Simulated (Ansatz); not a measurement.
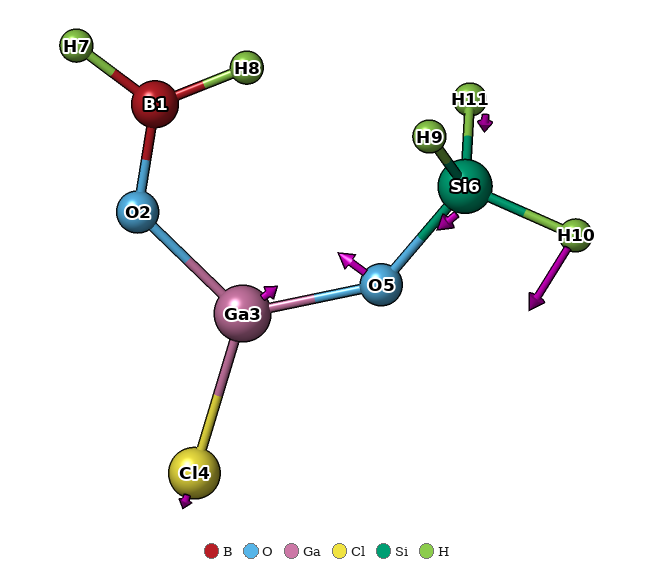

The arrows show one normal mode. Harmonic vibrations computed with RKS PBE0-D4/def2-TZVP (Ansatz 0.2.0) at a stationary point of the same level.

### Estimate its harmonic wavenumber.

521 cm⁻¹; it is mode 11 of 27 counted from the lowest.
